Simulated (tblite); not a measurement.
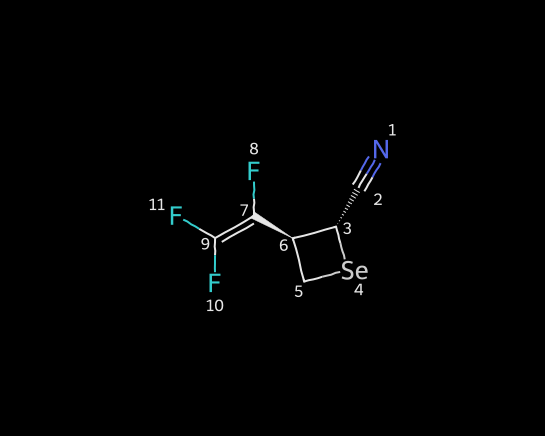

Skeletal drawing with numbered atoms; wedges and dashes mark any stereocentres. The configuration is that of a computed structure (GFN2-xTB).

### Assign CIP descriptors.

C3: R; C6: R.

### Write the isomeric SMILES.

N#C[C@@H]1[Se]C[C@H]1C(F)=C(F)F
